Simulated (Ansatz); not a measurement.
## Profile along the Rh–Rh line in Rh (fcc, Cu type)

Rh (fcc, Cu type)

```xyz
1
Lattice="0.0000 1.9150 1.9150 1.9150 0.0000 1.9150 1.9150 1.9150 0.0000" Properties=species:S:1:pos:R:3 pbc="T T T"
Rh     0.0000     0.0000     0.0000
```

Fields along a shortest Rh–Rh line of a {111} plane (2.71 Å), from Rh to Rh, interpolated on the slice's grid (step about 0.2 Å). These are PBE (plane waves to 420 eV, PAW, scalar-relativistic; Ansatz, a quantum-chemistry and plane-wave program) values and carry that method's errors. k mesh 21×21×21. Inside the PAW spheres the values are not all-electron values, and peaks at nuclei hang on which shells count as valence. Rh is run without spin polarisation. Rh was relaxed with its symmetry unable to fall.

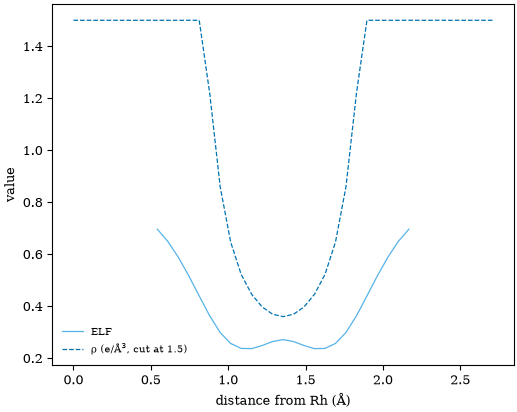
Fig. 1. ELF (away from the nuclei) and valence density from Rh to Rh.

Density on the Rh–Rh line (2.71 Å) at its midpoint: 0.36 e/Å³. ELF at that point: 0.27.
